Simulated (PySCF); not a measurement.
C$_{5}$H$_{6}$F$_{2}$

```xyz
13

C     1.8768   -0.1745   -0.3344
C     0.4246   -0.1652   -0.0720
C    -0.5152   -1.0937    0.1284
C    -1.6028   -0.0703    0.2898
F    -2.6056   -0.0903   -0.6275
F    -2.2264   -0.0224    1.4966
C    -0.5218    1.0110    0.0596
H     2.3991    0.3736    0.4491
H     2.2533   -1.1929   -0.3721
H     2.0868    0.3222   -1.2811
H    -0.5392   -2.1642    0.1696
H    -0.3593    1.6625    0.9162
H    -0.6747    1.6046   -0.8399
```

Geometry: GFN2-xTB.

Computed with B3LYP/def2-SVPD, SCF density, gas phase (PySCF 2.14.0).

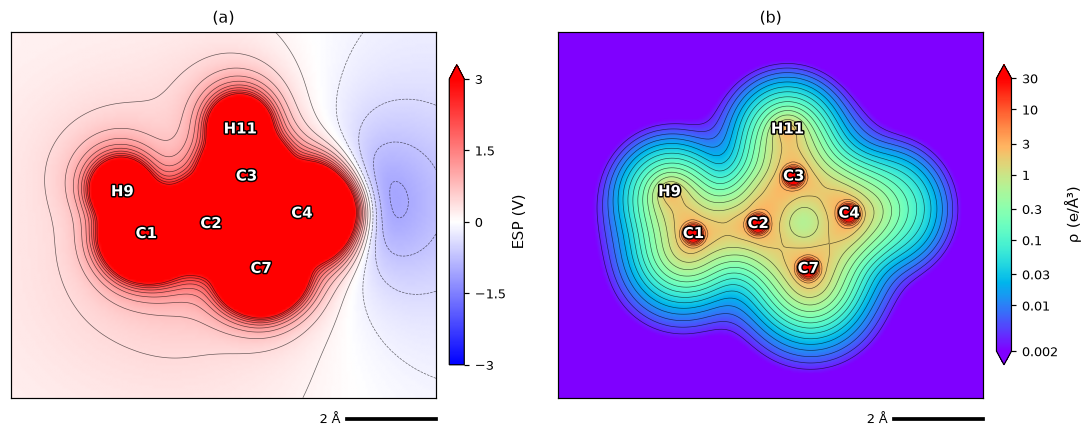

Figure 1. (a) molecular electrostatic potential; (b) total electron density on the plane of atoms C2, C1 and H9.

Read the bonding off the picture.

The section cuts through C and H sites. C–C (1.34 Å): ρ at the midpoint is about 2.3 e/Å³. C–H (1.07 Å): the density is about 2 e/Å³ at the midpoint. C–C (1.48 Å): ρ at the midpoint is about 1.8 e/Å³. C–C (1.55 Å): the density is about 1.7 e/Å³ at the midpoint. Outside the dense part of the molecule the potential is most negative (−1.0 V) near F6, which lies off the plane.

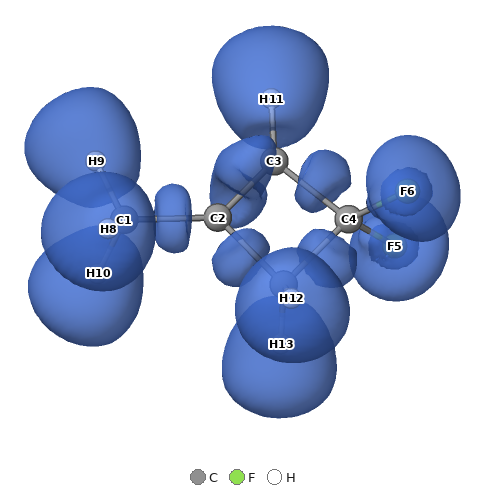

Figure 2. Isosurface of the electron localisation function at 0.75 (blue), seen at an oblique angle. Core shells and regions of very low density are left out.

Identify the bonds, lone pairs and shells in this picture.

At this value the surface marks out five regions between bonded C–C atoms (shared pairs), six regions around hydrogen nuclei and two regions on F in which the atom's valence shell and bonds are merged.


C–C (1.34 Å): the ELF peaks at about 0.90 between the atoms: a multiple bond. C–F (1.36 Å): the ELF peaks at about 0.85 between the atoms, as expected for a shared but strongly polarised pair.

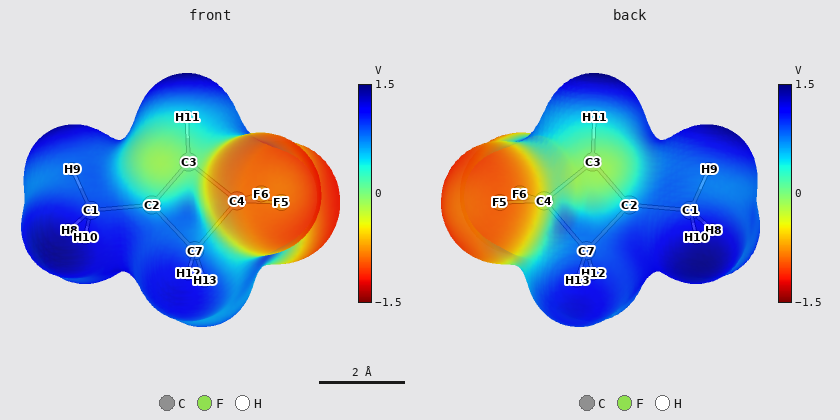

Figure 3. The electrostatic potential painted on the density surface at 0.004 e/bohr³, seen from the front and from behind; the colour scale runs from red (negative) to blue (positive).

Which sites attract a positive test charge, and which a negative one?

A positive charge is drawn to the negative regions and a negative charge to the positive ones. The most negative region (about −1.2 V, or −28 kcal/mol for a unit charge) lies over F5 and F6, the most positive (about +1.5 V, or +35 kcal/mol for a unit charge) over H8, H10 and H11.
